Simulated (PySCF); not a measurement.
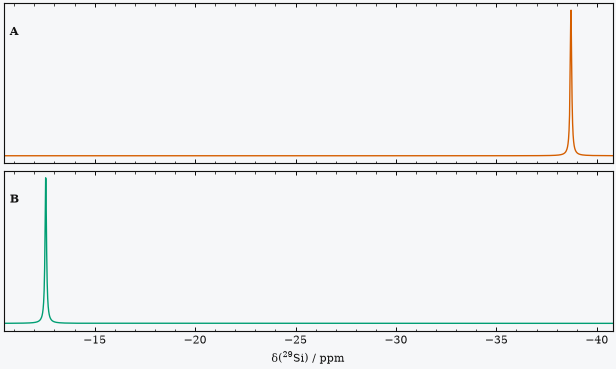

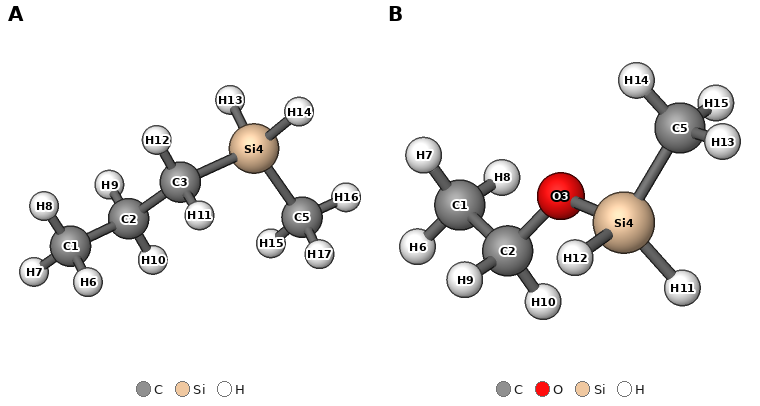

Related molecules: A is C₄H₁₂Si, SMILES CCC[SiH2]C; B is C₃H₁₀OSi, SMILES CCO[SiH2]C. GIAO ²⁹Si shifts against TMS, PBE/pcSseg-2 with PySCF, at a PBE0-D3(BJ)/def2-SVP geometry (no frequency check); fully decoupled, line heights follow the number of nuclei within a panel, widths are arbitrary (no quadrupolar broadening); values of one conformer, averaged over nuclei that symmetry or rotation about single bonds exchange, these motions taken as fast; other conformers aren't averaged in.

How does the ²⁹Si shift respond?

Answer. From A (−38.7 ppm) to B (−12.6 ppm) the nucleus is deshielded by 26.1 ppm.
